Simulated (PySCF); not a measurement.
# 1,2-Dihydro-1,2-Azaborine (C₄H₆BN): NMR shifts in gas and solvents, part 2 of 2

PySCF 2.14.0. Atoms count from 0. The steps go on from the part before.

### 5 Nuclear shieldings: wB97X-D/pcSseg-2

What the job is given:

```
{"job": {"kind": "nmr", "xc": "wB97X-D", "basis": "pcSseg-2", "pop": false}, "charge": 0, "multiplicity": 1}
B      0.967388     0.799659    -0.755055
C     -0.036585     1.431045     0.175147
C     -0.910781     0.621706     0.849357
C     -0.897617    -0.785356     0.697122
C      0.001282    -1.372220    -0.138261
N      0.893643    -0.626660    -0.834616
H      1.795359     1.353908    -1.415703
H     -0.100877     2.501932     0.338583
H     -1.647066     1.045753     1.528069
H     -1.599078    -1.406653     1.237872
H      0.036880    -2.446410    -0.277468
H      1.524828    -1.140344    -1.428783
```

With the program's defaults for keys left out, this is: GIAO wB97X-D/pcSseg-2 NMR shielding, non-relativistic, gas phase.

The program printed:

```text
coarse grid: 10216 points
cycle   1  E = -235.6254722348  dE =  1.181e+00  |g| = 3.842e-01  |ddm| = 2.408e+00
cycle   2  E = -235.6430858189  dE = -1.761e-02  |g| = 3.263e-01  |ddm| = 6.575e-01
cycle   3  E = -235.6689092012  dE = -2.582e-02  |g| = 4.395e-02  |ddm| = 2.566e-01
cycle   4  E = -235.6694310871  dE = -5.219e-04  |g| = 2.418e-02  |ddm| = 5.600e-02
cycle   5  E = -235.6695778944  dE = -1.468e-04  |g| = 4.209e-03  |ddm| = 2.058e-02
cycle   6  E = -235.6695853886  dE = -7.494e-06  |g| = 2.203e-03  |ddm| = 6.422e-03
final grid: 99264 points
cycle   7  E = -235.6777650208  dE = -3.130e-04  |g| = 9.567e-03  |ddm| = 6.466e-02
cycle   8  E = -235.6777662487  dE = -1.228e-06  |g| = 9.816e-03  |ddm| = 1.099e-02
cycle   9  E = -235.6777848102  dE = -1.856e-05  |g| = 9.481e-04  |ddm| = 4.884e-03
cycle  10  E = -235.6777850083  dE = -1.981e-07  |g| = 5.907e-04  |ddm| = 1.334e-03
cycle  11  E = -235.6777851050  dE = -9.674e-08  |g| = 1.061e-04  |ddm| = 5.123e-04
cycle  12  E = -235.6777851105  dE = -5.411e-09  |g| = 5.353e-05  |ddm| = 1.791e-04
cycle  13  E = -235.6777851118  dE = -1.392e-09  |g| = 1.786e-05  |ddm| = 8.674e-05
cycle  14  E = -235.6777851120  dE = -2.050e-10  |g| = 5.023e-06  |ddm| = 3.617e-05
converged SCF energy = -235.6777851120

GIAO shielding tensors (ppm)
atom      isotropic    diamagn.    paramagn.     s11        s22        s33       span
  0 B       70.041     195.906    -125.864     24.373     58.378    127.374    103.001
  1 C       44.002     254.109    -210.107    -91.030     32.513    190.524    281.554
  2 C       28.521     250.616    -222.096   -103.433     13.926    175.069    278.502
  3 C       66.220     253.268    -187.048    -44.205     72.219    170.646    214.850
  4 C       41.003     252.781    -211.779    -65.090     36.426    151.672    216.763
  5 N       82.303     320.442    -238.138    -72.738     88.879    230.769    303.507
  6 H       26.192      29.199      -3.007     24.078     26.401     28.096      4.018
  7 H       24.204      31.068      -6.864     21.663     23.182     27.767      6.104
  8 H       23.468      30.670      -7.201     21.007     22.159     27.238      6.230
  9 H       24.969      31.507      -6.539     22.262     24.875     27.769      5.507
 10 H       24.074      30.533      -6.459     20.324     24.430     27.467      7.143
 11 H       23.520      31.565      -8.046     18.035     25.581     26.943      8.909
```

It took 35 s on 1 thread of Intel Xeon 6975P-C, shared host; peak memory 1.3 GiB.

Key values: δ C2 157.8, C4 145.3, C1 142.3, C3 120.1, H8 8.17, H11 8.11 ppm.

### 6 Nuclear shieldings: B97-2/pcSseg-2

Same as in step 5 but for these lines:

```diff
@@ -1,2 +1,2 @@
-{"job": {"kind": "nmr", "xc": "wB97X-D", "basis": "pcSseg-2", "pop": false}, "charge": 0, "multiplicity": 1}
+{"job": {"kind": "nmr", "xc": "B97-2", "basis": "pcSseg-2", "pop": false}, "charge": 0, "multiplicity": 1}
 B      0.967388     0.799659    -0.755055
```

Method: GIAO B97-2/pcSseg-2 NMR shielding, non-relativistic, gas phase.

The program printed:

```text
coarse grid: 10216 points
cycle   1  E = -235.6135366000  dE =  8.911e-01  |g| = 4.555e-01  |ddm| = 2.429e+00
cycle   2  E = -235.5630764779  dE =  5.046e-02  |g| = 6.185e-01  |ddm| = 1.093e+00
cycle   3  E = -235.6697309178  dE = -1.067e-01  |g| = 1.110e-01  |ddm| = 6.136e-01
cycle   4  E = -235.6726336690  dE = -2.903e-03  |g| = 4.497e-02  |ddm| = 9.641e-02
cycle   5  E = -235.6731347518  dE = -5.011e-04  |g| = 1.014e-02  |ddm| = 3.113e-02
cycle   6  E = -235.6731539694  dE = -1.922e-05  |g| = 4.711e-03  |ddm| = 1.080e-02
cycle   7  E = -235.6731584871  dE = -4.518e-06  |g| = 8.293e-04  |ddm| = 2.671e-03
final grid: 99264 points
cycle   8  E = -235.6748730915  dE = -1.029e-04  |g| = 3.136e-03  |ddm| = 6.968e-02
cycle   9  E = -235.6748724904  dE =  6.011e-07  |g| = 3.550e-03  |ddm| = 6.293e-03
cycle  10  E = -235.6748756726  dE = -3.182e-06  |g| = 4.635e-04  |ddm| = 2.833e-03
cycle  11  E = -235.6748756930  dE = -2.035e-08  |g| = 3.696e-04  |ddm| = 7.813e-04
cycle  12  E = -235.6748757304  dE = -3.747e-08  |g| = 8.421e-05  |ddm| = 3.422e-04
cycle  13  E = -235.6748757319  dE = -1.426e-09  |g| = 2.646e-05  |ddm| = 6.768e-05
cycle  14  E = -235.6748757320  dE = -1.465e-10  |g| = 6.627e-06  |ddm| = 1.614e-05
converged SCF energy = -235.6748757320

GIAO shielding tensors (ppm)
atom      isotropic    diamagn.    paramagn.     s11        s22        s33       span
  0 B       71.676     197.122    -125.446     27.790     60.765    126.474     98.684
  1 C       46.807     254.858    -208.052    -83.263     35.644    188.039    271.301
  2 C       33.680     252.136    -218.456    -91.271     19.164    173.147    264.417
  3 C       68.072     254.399    -186.327    -37.996     73.317    168.896    206.892
  4 C       44.941     254.502    -209.561    -54.972     39.329    150.467    205.439
  5 N       82.902     321.326    -238.424    -68.330     90.166    226.870    295.200
  6 H       26.283      29.378      -3.096     24.194     26.501     28.153      3.959
  7 H       24.265      30.942      -6.677     21.790     23.258     27.747      5.957
  8 H       23.579      30.587      -7.008     21.038     22.489     27.211      6.172
  9 H       24.995      31.350      -6.355     22.313     24.939     27.734      5.421
 10 H       24.144      30.513      -6.369     20.376     24.594     27.461      7.085
 11 H       23.513      31.384      -7.871     18.034     25.572     26.931      8.897
```

It took 27 s on 1 thread of Intel Xeon 6975P-C, shared host; peak memory 1.2 GiB.

Key values: δ C2 151.7, C4 140.4, C1 138.6, C3 117.3, H11 8.12, H8 8.06 ppm.

### 7 Shielding tensors: WP04/pcSseg-2 in chloroform

Same as in step 6 but for these lines:

```diff
@@ -1,2 +1,2 @@
-{"job": {"kind": "nmr", "xc": "B97-2", "basis": "pcSseg-2", "pop": false}, "charge": 0, "multiplicity": 1}
+{"job": {"kind": "nmr", "xc": "WP04", "basis": "pcSseg-2", "pop": false, "solvent": "chloroform"}, "charge": 0, "multiplicity": 1}
 B      0.967388     0.799659    -0.755055
```

With the program's defaults for keys left out, this is: GIAO WP04/pcSseg-2 NMR shielding, non-relativistic, IEF-PCM chloroform.

The program printed:

```text
coarse grid: 10216 points
cycle   1  E = -241.5065164933  dE =  7.781e-01  |g| = 6.633e-01  |ddm| = 2.447e+00
cycle   2  E = -241.4227534961  dE =  8.376e-02  |g| = 8.674e-01  |ddm| = 1.339e+00
cycle   3  E = -241.6167704034  dE = -1.940e-01  |g| = 1.198e-01  |ddm| = 6.958e-01
cycle   4  E = -241.6195735506  dE = -2.803e-03  |g| = 5.602e-02  |ddm| = 1.117e-01
cycle   5  E = -241.6203583357  dE = -7.848e-04  |g| = 1.546e-02  |ddm| = 4.432e-02
cycle   6  E = -241.6204117417  dE = -5.341e-05  |g| = 7.537e-03  |ddm| = 1.753e-02
cycle   7  E = -241.6204242298  dE = -1.249e-05  |g| = 9.679e-04  |ddm| = 4.250e-03
cycle   8  E = -241.6204244332  dE = -2.034e-07  |g| = 4.178e-04  |ddm| = 1.236e-03
final grid: 99264 points
cycle   9  E = -241.6353907382  dE = -1.456e-04  |g| = 9.135e-03  |ddm| = 6.501e-02
cycle  10  E = -241.6353726022  dE =  1.814e-05  |g| = 1.292e-02  |ddm| = 1.414e-02
cycle  11  E = -241.6354097367  dE = -3.713e-05  |g| = 1.836e-03  |ddm| = 7.537e-03
cycle  12  E = -241.6354103785  dE = -6.418e-07  |g| = 7.850e-04  |ddm| = 1.660e-03
cycle  13  E = -241.6354105246  dE = -1.461e-07  |g| = 2.150e-04  |ddm| = 5.941e-04
cycle  14  E = -241.6354105358  dE = -1.118e-08  |g| = 7.674e-05  |ddm| = 2.161e-04
cycle  15  E = -241.6354105371  dE = -1.372e-09  |g| = 1.282e-05  |ddm| = 5.342e-05
cycle  16  E = -241.6354105372  dE = -4.297e-11  |g| = 2.339e-06  |ddm| = 1.432e-05
converged SCF energy = -241.6354105372

GIAO shielding tensors (ppm)
atom      isotropic    diamagn.    paramagn.     s11        s22        s33       span
  0 B       63.831     195.948    -132.117     19.431     53.586    118.477     99.045
  1 C       36.665     254.576    -217.911    -93.174     25.814    177.356    270.530
  2 C       19.896     252.213    -232.316   -107.843      5.356    162.176    270.019
  3 C       55.003     254.629    -199.626    -53.018     59.146    158.881    211.899
  4 C       29.258     253.227    -223.968    -73.469     21.107    140.138    213.607
  5 N       71.433     319.395    -247.962    -80.415     75.570    219.143    299.558
  6 H       27.123      30.263      -3.140     25.121     27.214     29.035      3.914
  7 H       24.927      31.190      -6.263     22.645     23.794     28.341      5.696
  8 H       24.073      30.266      -6.193     21.594     22.938     27.688      6.094
  9 H       25.324      30.947      -5.622     22.633     25.219     28.121      5.488
 10 H       24.381      30.249      -5.868     20.685     24.773     27.684      6.999
 11 H       23.465      30.843      -7.378     17.978     25.416     27.000      9.022
```

Wall time 29 s (1 thread of Intel Xeon 6975P-C, shared host); peak memory 1.2 GiB.

This run: δ C2 155.2, C4 145.8, C1 138.4, C3 120.1, H11 8.40, H8 7.80 ppm.

### 8 Nuclear shieldings: wB97X-D/pcSseg-2 in chloroform

Same as in step 7 but for these lines:

```diff
@@ -1,2 +1,2 @@
-{"job": {"kind": "nmr", "xc": "WP04", "basis": "pcSseg-2", "pop": false, "solvent": "chloroform"}, "charge": 0, "multiplicity": 1}
+{"job": {"kind": "nmr", "xc": "wB97X-D", "basis": "pcSseg-2", "pop": false, "solvent": "chloroform"}, "charge": 0, "multiplicity": 1}
 B      0.967388     0.799659    -0.755055
```

Level: GIAO wB97X-D/pcSseg-2 NMR shielding, non-relativistic, IEF-PCM chloroform.

The program printed:

```text
coarse grid: 10216 points
cycle   1  E = -235.6347459775  dE =  1.172e+00  |g| = 3.672e-01  |ddm| = 2.408e+00
cycle   2  E = -235.6545903489  dE = -1.984e-02  |g| = 2.879e-01  |ddm| = 6.614e-01
cycle   3  E = -235.6741471942  dE = -1.956e-02  |g| = 3.927e-02  |ddm| = 2.262e-01
cycle   4  E = -235.6746220349  dE = -4.748e-04  |g| = 1.805e-02  |ddm| = 5.643e-02
cycle   5  E = -235.6747075821  dE = -8.555e-05  |g| = 3.391e-03  |ddm| = 1.957e-02
cycle   6  E = -235.6747136050  dE = -6.023e-06  |g| = 1.458e-03  |ddm| = 6.352e-03
final grid: 99264 points
cycle   7  E = -235.6828599165  dE = -3.134e-04  |g| = 8.779e-03  |ddm| = 6.512e-02
cycle   8  E = -235.6828633934  dE = -3.477e-06  |g| = 8.387e-03  |ddm| = 1.048e-02
cycle   9  E = -235.6828769060  dE = -1.351e-05  |g| = 9.303e-04  |ddm| = 4.462e-03
cycle  10  E = -235.6828771013  dE = -1.953e-07  |g| = 5.296e-04  |ddm| = 1.252e-03
cycle  11  E = -235.6828771779  dE = -7.659e-08  |g| = 8.737e-05  |ddm| = 4.878e-04
cycle  12  E = -235.6828771824  dE = -4.528e-09  |g| = 4.408e-05  |ddm| = 1.916e-04
cycle  13  E = -235.6828771834  dE = -9.398e-10  |g| = 1.567e-05  |ddm| = 8.233e-05
converged SCF energy = -235.6828771834

GIAO shielding tensors (ppm)
atom      isotropic    diamagn.    paramagn.     s11        s22        s33       span
  0 B       70.498     195.627    -125.130     24.203     59.727    127.563    103.359
  1 C       46.514     254.619    -208.104    -87.957     36.277    191.223    279.179
  2 C       27.735     250.661    -222.926   -104.249     11.165    176.289    280.538
  3 C       66.585     253.368    -186.783    -43.743     71.702    171.794    215.537
  4 C       38.164     252.346    -214.182    -68.392     29.608    153.276    221.668
  5 N       77.828     320.010    -242.182    -82.454     79.511    236.427    318.882
  6 H       26.265      29.490      -3.226     24.232     26.407     28.155      3.923
  7 H       24.237      31.241      -7.004     21.866     23.151     27.694      5.828
  8 H       23.298      30.585      -7.287     20.798     22.021     27.075      6.276
  9 H       24.791      31.432      -6.640     22.023     24.810     27.541      5.517
 10 H       23.729      30.096      -6.368     19.918     24.176     27.092      7.174
 11 H       22.851      30.785      -7.934     17.300     24.952     26.301      9.000
```

Wall time 35 s (1 thread of Intel Xeon 6975P-C, shared host); peak memory 1.3 GiB.

In short: δ C2 159.4, C4 148.9, C1 140.6, C3 120.5, H11 8.76, H8 8.32 ppm.

### 9 Side by side: NMR shifts

Shifts (ppm) of some atoms, chosen among heavy atoms and hydrogens apart, with basis size and wall time:

```
                           run     C2     C4     C1     C3   H11    H6     N5  functions  time
                 PBE0/pcSseg-2  155.0  143.2  142.4  119.9  8.24  5.46  184.3        300  29 s
                  KT3/pcSseg-2  141.0  131.5  131.0  111.3  8.13  5.21  177.7        300  38 s
              wB97X-D/pcSseg-2  157.8  145.3  142.3  120.1  8.11  5.44  179.9        300  35 s
                B97-2/pcSseg-2  151.7  140.4  138.6  117.3  8.12  5.35  178.9        300  27 s
   WP04/pcSseg-2 in chloroform  155.2  145.8  138.4  120.1  8.40  4.75  178.6        300  29 s
wB97X-D/pcSseg-2 in chloroform  159.4  148.9  140.6  120.5  8.76  5.35  186.7        300  35 s
```

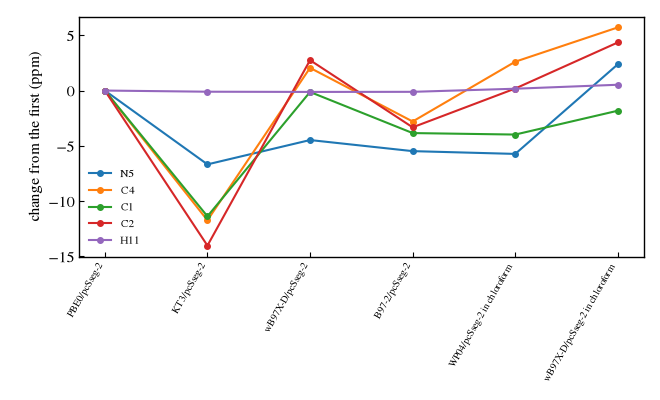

How five of the tabulated atoms move from run to run.

### 10 Summary of results

This closing draws on all 2 parts.

| quantity | value |
| --- | --- |
| point group | Cs |
| rotational constants (main isotopes) | 5.72, 5.42, 2.78 GHz |
| ¹³C shifts against TMS (PBE0/pcSseg-2) | 155.0, 143.2, 142.4, 119.9 ppm |
| ¹H shifts against TMS (PBE0/pcSseg-2) | 8.24, 8.14, 7.55, 7.49, 6.72, 5.46 ppm |
| ¹¹B shifts against BF3·OEt2 (PBE0/pcSseg-2) | 28.9 ppm |
| ¹⁵N shifts against NH3 (PBE0/pcSseg-2) | 184.3 ppm |
| range of the shift of N5 (wB97X-D/pcSseg-2 runs) | 179.9 to 186.7 ppm |

What this shows: Over 9 steps the energy fell by 0.138 eV; of the close pairs, B0–N5 changed most, 1.387 to 1.430 Å. No frequency check was run at this level, so the end point may be a saddle. At PBE0/pcSseg-2: Shielding is most anisotropic at N5 (span 305 ppm, paramagnetic term -242 ppm). NICS(1)zz of -21 ppm above the planar ring from B0 marks a diatropic (aromatic) ring current. At one level, wB97X-D/pcSseg-2: Across the 2 runs the shift of N5 moves most, between 179.9 (wB97X-D/pcSseg-2) and 186.7 ppm (wB97X-D/pcSseg-2 in chloroform). Part of that comes from the computed reference.
